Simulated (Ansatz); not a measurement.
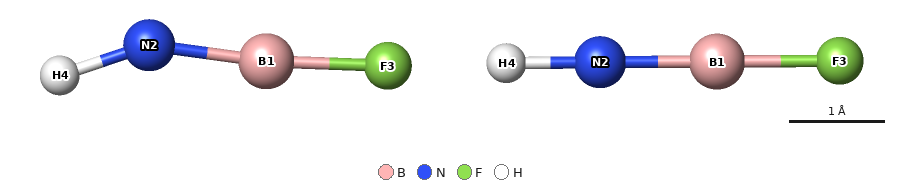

Two geometries of BNHF, drawn at one scale. One is the start of a relaxation, the other its converged end. Style: ball-and-stick. Shown face on.

Level of theory: RKS PBE0-D4/def2-TZVP (Ansatz). Set-up: force threshold 0.005 eV/Å; at most 200 steps.

> Which of the two is the end point?

The right one is the relaxed one. It is one of the separated products of a reaction. The atom that moves furthest after the best rigid fit is N2 (0.18 Å). By element the largest moves are N 0.18 Å, H 0.13 Å, F 0.06 Å, B 0.01 Å. Among the contacts that change: B1–N2 1.248 → 1.233 Å, B1–F3 1.284 → 1.293 Å, N2–H4 0.995 → 0.989 Å. Among the angles between lasting bonds that change: B1–N2–H4 153.5° → 179.7°, N2–B1–F3 174.3° → 179.9°. The energy falls by 0.033 eV in 6 geometry steps. The largest force component goes from 0.78 to 0.0042 eV/Å. Cost: 6 s on 2 threads of Arm Neoverse V2, with other jobs on the host.
